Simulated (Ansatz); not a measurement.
# C2H4Si (ethynylsilane) at B3LYP/6-311+G(d,p)

Aim: the electronic atomisation energy of C2H4Si (ethynylsilane) at B3LYP/6-311+G**, from 4 runs. 

Program for the calculation: Ansatz 0.2.0.

49 further runs of the same task are left out: 7 that didn't finish, 42 set aside as unsound or not needed.

### 1 The structure to begin with

The species is C2H4Si (7 atoms), meant as a singlet with charge 0. As SMILES, `C#C[SiH3]`. Geometry: relaxed at PBE0-D4/def2-TZVP.

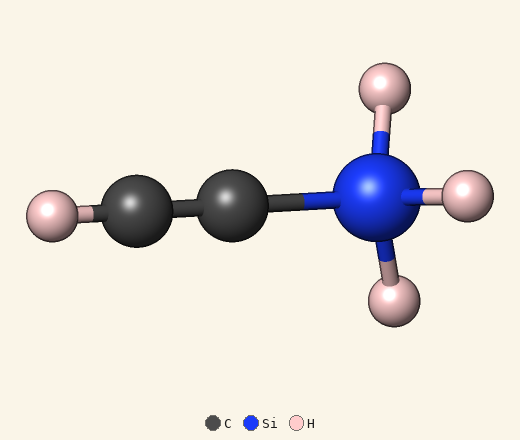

Viewed from a chosen angle; carbon dark grey, silicon blue, hydrogen pink.

### 2 The energy at B3LYP/6-311+G(d,p)

input.yaml reads:

```yaml
crystal:
  periodic: [false, false, false]
  atoms:
    - symbol: C
      position_ang: [-0.580700, -1.871400, 0.172200]
    - symbol: C
      position_ang: [-0.218500, -0.726500, 0.062400]
    - symbol: Si
      position_ang: [0.329800, 1.004300, -0.103800]
    - symbol: H
      position_ang: [-0.901000, -2.883500, 0.269300]
    - symbol: H
      position_ang: [-0.094500, 1.528300, -1.425000]
    - symbol: H
      position_ang: [-0.281700, 1.818100, 0.974900]
    - symbol: H
      position_ang: [1.807900, 1.062900, 0.004400]
basis:
  gaussian: {orbitals: 6-311+G_st__st_-spherical.json}
hamiltonian: {xc: {name: B3LYP}}
accuracy: high
output: {orbitals: {seedname: orbitals}}
```

The basis set 6-311+G** is read from a file made from the Basis Set Exchange's data (not shown).

Command:

```sh
$ ansatz run input.yaml --threads 1 --pin off --max-ram 3480MiB --events-out events.jsonl --progress --plain --runs-dir runs
```

Log:

```text
Warning: RAYON_NUM_THREADS=1 ignored (pool sized by the plan → 1); use --threads N
Functional definition: B3LYP
  name "B3LYP"
  parameter a0 = 0.2
  parameter ax = 0.72
  parameter ac = 0.81
  exchange = (1 - a0 - ax)*slater_x + ax*b88_x + a0*exact_x
  correlation = (1 - ac)*vwn_rpa_c + ac*lyp_c
1694 factors; integrals over basis functions are off by at most 4.2e-9 eV
mean field evaluation 1: about -10010.6290 eV, gradient 4.7e1 eV
mean field evaluation 2: about -10007.3340 eV, gradient 5.6e1 eV
mean field evaluation 4: about -10016.1356 eV, gradient 8.5e0 eV
mean field evaluation 8: about -10016.3043 eV, gradient 1.8e-2 eV
mean field evaluation 16: about -10016.3043 eV, gradient 3.7e-7 eV
mean field -10016.30432464 eV, -368.0923946356 hartree, gradient 3.2e-8 eV, S^2 0.000000; 0 other end points of the search recorded, 0 dependent functions left out
reference -10016.30436923 eV, -368.0923962744 hartree; 15, 15 occupied and 83, 83 virtual orbitals, 1694 factors
Total energy: -10016.30436923 eV, -368.0923962744 hartree
```

Run time: 5.7 s. Hardware: 1 thread of Arm Neoverse V1, shared host; peak memory 0.25 GiB.

### 3 The C atom at the same level

run.yaml reads:

```yaml
crystal:
  periodic: [false, false, false]
  atoms:
    - {symbol: C, position_ang: [0.000000, 0.000000, 0.000000]}
basis:
  gaussian:
    orbitals: 6-311+G_st__st_.json
magnetization:
  spin_polarized: true
  initial_magnetization: 2
hamiltonian:
  xc: {name: B3LYP}
accuracy: high
```

The basis set 6-311+G** is read from a file made from the Basis Set Exchange's data (not shown).

Run the same way, it converges to -37.85727 Eh (log not shown).

### 4 The H atom, same level

job.yaml reads:

```yaml
crystal:
  periodic: [false, false, false]
  atoms:
    - symbol: H
      position_ang: [0.000000, 0.000000, 0.000000]
basis:
  gaussian: {orbitals: 6-311+G_st__st_.json}
magnetization: {spin_polarized: true, initial_magnetization: 1}
accuracy: high
hamiltonian: {xc: {name: B3LYP}}
```

The basis set 6-311+G** is read from a file made from the Basis Set Exchange's data (not shown).

Command:

```sh
$ ansatz run job.yaml --threads 1 --pin off --max-ram 3480MiB --events-out events.jsonl --progress --plain --runs-dir runs
```

Log (excerpt; [...] marks lines left out):

```text
Warning: RAYON_NUM_THREADS=1 ignored (pool sized by the plan → 1); use --threads N
[... 7 set-up lines as earlier in the session ...]
21 factors; integrals over basis functions are off by at most 2.5e-9 eV
mean field evaluation 1: about -13.6647 eV, gradient 1.2e-1 eV
mean field evaluation 2: about -13.6642 eV, gradient 1.1e-1 eV
mean field evaluation 4: about -13.6643 eV, gradient 4.2e-4 eV
mean field evaluation 8: about -13.6643 eV, gradient 1.8e-10 eV
mean field -13.66433645 eV, -0.5021551025 hartree, gradient 4.5e-9 eV, S^2 0.750000; 0 other end points of the search recorded, 0 dependent functions left out
reference -13.66435897 eV, -0.5021559301 hartree; 1, 0 occupied and 5, 6 virtual orbitals, 21 factors
Total energy: -13.66435897 eV, -0.5021559301 hartree
```

It took 0.14 s on 1 thread of Arm Neoverse V1, shared host.

### 5 The Si atom at the same level

in.yaml reads:

```yaml
crystal:
  periodic: [false, false, false]
  atoms:
    - symbol: Si
      position_ang: [0.000000, 0.000000, 0.000000]
basis:
  gaussian: {orbitals: 6-311+G_st__st_-spherical.json}
magnetization: {spin_polarized: true, initial_magnetization: 2}
hamiltonian: {xc: {name: B3LYP}}
accuracy: high
```

The basis set 6-311+G** is read from a file made from the Basis Set Exchange's data (not shown).

Run the same way, it converges to -289.39417 Eh (log not shown).

### 6 What came out

At B3LYP/6-311+G**:

```
                     quantity          value
       molecule: total energy  -368.09240 Eh
        molecule: HOMO energy       -8.07 eV
        molecule: LUMO energy       -0.32 eV
      molecule: HOMO–LUMO gap        7.75 eV
         C atom: total energy   -37.85727 Eh
                 C atom: ⟨S²⟩          2.003
         H atom: total energy    -0.50216 Eh
                 H atom: ⟨S²⟩          0.750
        Si atom: total energy  -289.39417 Eh
                Si atom: ⟨S²⟩          2.002
electronic atomisation energy      26.533 eV
```

In words: Taking the molecule apart into free atoms costs 26.53 eV (612 kcal/mol), before zero-point energy and without spin-orbit coupling.
